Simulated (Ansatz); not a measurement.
# CH5GeS (SMILES [CH3][GeH-][SH]) (charge −1): what the fields show

Input file:

```
crystal:
  periodic: [false, false, false]
  atoms:
    - symbol: C
      position_ang: [-1.150877, -0.092744, -0.025108]
    - symbol: Ge
      position_ang: [-0.013896, -0.216004, 1.675008]
    - symbol: S
      position_ang: [-1.580785, -1.541780, 2.951636]
    - symbol: H
      position_ang: [-1.090616, -1.034340, -0.596477]
    - symbol: H
      position_ang: [-0.756803, 0.716685, -0.668053]
    - symbol: H
      position_ang: [-2.213822, 0.116438, 0.178731]
    - symbol: H
      position_ang: [-0.611719, 1.144811, 2.292152]
    - symbol: H
      position_ang: [-0.803670, -2.645053, 3.017507]
basis:
  gaussian: {orbitals: def2-TZVPD}
total_charge: -1
output: {forces: true, orbitals: {seedname: orbitals}}
hamiltonian: {xc: pbe0}
```

Launched as:

```sh
ansatz run input.yaml --threads 2 --pin off --max-ram 4350MiB --events-out events.jsonl --progress --plain --runs-dir runs
```

Geometry: r2SCAN-D4/def2-SVPD.

Level of theory: Ansatz, isolated molecule in a Gaussian basis; Kohn-Sham density functional theory, functional PBE0.

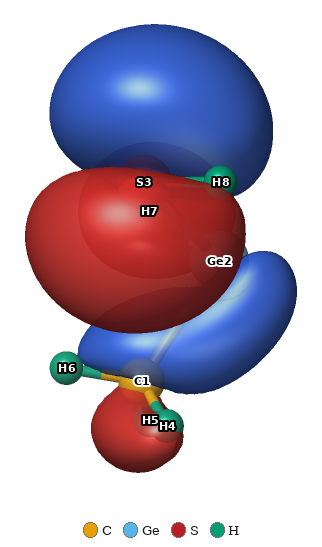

Figure 1. The HOMO−1 at ±0.06 Å⁻³ᐟ² (red and blue are the two phases), seen at an oblique angle.

> What is the character of this orbital?

By Hirshfeld shares it lies mainly on S3 (about 75 %) and Ge2 (about 10 %); largely a lone pair of S3. Its energy is −1.87 eV.

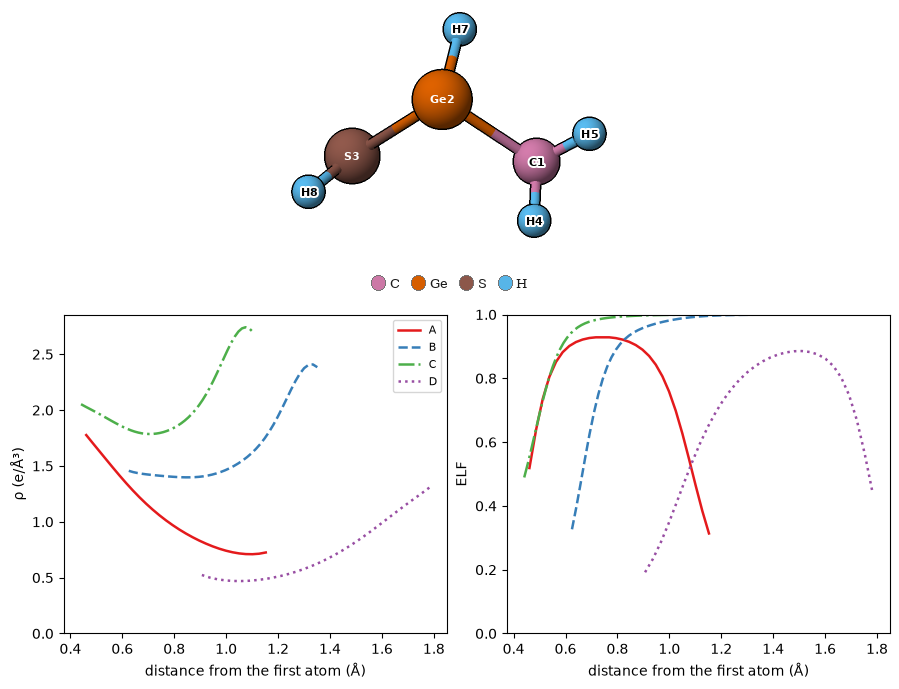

Figure 2. Electron density and ELF along straight lines between neighbouring atoms. The curves leave out the atomic cores. The structure is drawn too.

> Which curve belongs to which contact (C–Ge, C–H, Ge–S and S–H)? The first atom named is at distance zero.

Curve A: C–Ge (2.05 Å): ρ is about 0.73 e/Å³ halfway; the ELF peaks at about 0.95 in the valence shell of C, 0.7 Å from its nucleus, and is about 0.70 at the midpoint. Curve B: S–H (1.35 Å): ρ at the midpoint is about 1.4 e/Å³; the ELF climbs to about 1 towards the hydrogen, as it does in any bond to H. Curve C: C–H (1.10 Å): ρ at the midpoint is about 1.9 e/Å³; the ELF climbs to about 1 towards the hydrogen (a covalent bond by its length). Curve D: Ge–S (2.42 Å): ρ at the midpoint is about 0.51 e/Å³; the ELF peaks at about 0.90 in the valence shell of S, 0.9 Å from its nucleus, and is about 0.75 at the midpoint.
